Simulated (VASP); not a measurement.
Band structure of Tl (hcp). Calculation: r2SCAN meta-GGA, VASP's PBE PAW potentials (set 64) (plane waves; VASP).

Unless said otherwise, spin-orbit coupling is left out, though it shifts the bands of the heavy elements here.

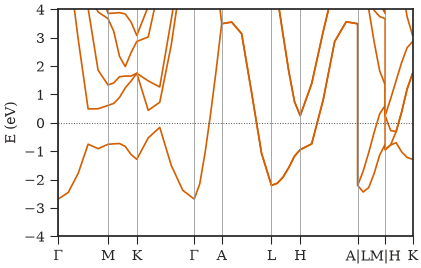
Figure. Bands along high-symmetry lines, zero at the valence-band maximum or, without a gap, the Fermi level

Q: Read the plot: is there a gap, and where are the band edges?

A: It has no gap at this level: it comes out as a metal or semimetal.

The compound is Tl in the hcp structure. It was relaxed first, which changed the volume by +5 %.
